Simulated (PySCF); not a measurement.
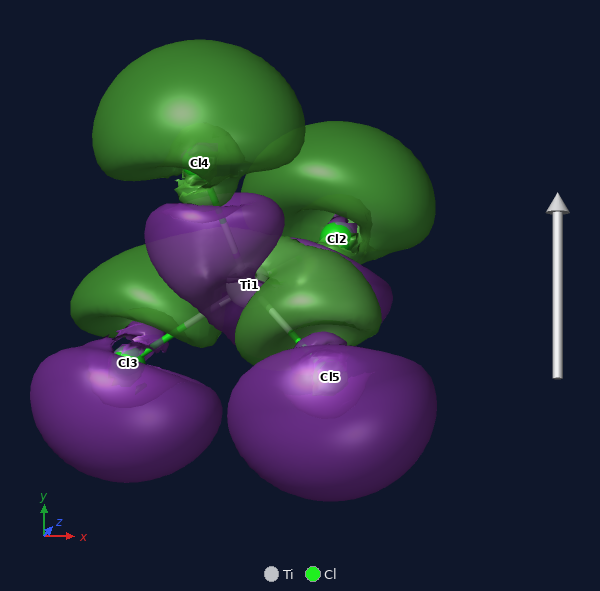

Figure 1: Cl4Ti. Change of the electron density in a uniform field of 0.41 V/Å along +y (arrow), surfaces at ±0.002 e/Å³ (purple: gain, green: loss).

PySCF calculation, BP86/def2-TZVP, gas phase; geometry: GFN2-xTB. This is a single-reference result, which may miss multireference character in this system. No frequency check shows the geometry to be a minimum. A basis without diffuse functions makes polarisabilities too small. GFN2-xTB bond lengths at metals and heavier atoms can be off by up to 0.1 Å and shapes distorted, which carries into these values.

The calculation's input:

```python
import numpy as np
from pyscf import gto, scf, dft
from pyscf.scf import atom_ks, atom_hf
from scipy.linalg import block_diag

def solve(mol, dm0=None, hcore=None):
    mf = (dft.UKS if mol.spin else dft.RKS)(mol, xc='bp86')
    mf.grids.level = 3
    mf = mf.density_fit(auxbasis='def2-universal-jkfit')
    mf.conv_tol, mf.max_cycle = 1e-8, 80
    if hcore is not None:
        mf.get_hcore = lambda *args: hcore
    mf.kernel(dm0)
    if not mf.converged:
        mf = mf.newton().run(mf.mo_coeff, mf.mo_occ, max_cycle=30)
    assert mf.converged, 'SCF not converged'
    return mf

mol = gto.M(atom='''
Ti     0.00003    -0.00004    -0.00006
Cl     1.46234     0.91264    -1.21882
Cl    -1.46235    -0.91269    -1.21879
Cl    -0.91274     1.46230     1.21880
Cl     0.91271    -1.46221     1.21889
''', basis='def2-tzvp', charge=0, spin=0, verbose=4)
field = np.array([-0.0, -0.008, -0.0])  # atomic units
mol.set_common_orig(mol.atom_charges() @ mol.atom_coords() / mol.atom_charges().sum())
mf = solve(mol)
out = dict(dm0=mf.make_rdm1(), d0=mf.dip_moment(unit='AU'), e0=mf.e_tot)
for name, sign in (('p', 1), ('m', -1)):
    h = mf.get_hcore() + sign * np.einsum('x,xij->ij', field, mol.intor('int1e_r'))
    mi = solve(mol, mf.make_rdm1(), h)
    out.update({'dm' + name: mi.make_rdm1(), 'd' + name: mi.dip_moment(unit='AU'), 'e' + name: mi.e_tot})
# spherically averaged free atoms, for the promolecule
atm = atom_ks.get_atm_nrks(mol, xc='bp86')
pro = block_diag(*[(atm[a[0]][2] * atm[a[0]][3]) @ atm[a[0]][2].T for a in mol._atom])
np.savez('result.npz', pro=pro, **out)
```

Run with:

```sh
OMP_NUM_THREADS=1 python input.py
```

The run took 110 s on 1 thread of Intel(R) Xeon(R) Platinum 8259CL CPU @ 2.50GHz (Skylake/Cascade Lake), on a shared host, peak memory 0.66 GiB.

Partitions, critical points and surface values were worked out afterwards from this run's density.

The field was applied in both directions; the picture shows the one opposite to the script's first.

What dipole is induced, and what polarisability does it imply?

Answer. The induced dipole is 1.75 D (along the field); α along this axis, from the fields in both directions, is 86 bohr³ (12.8 Å³).
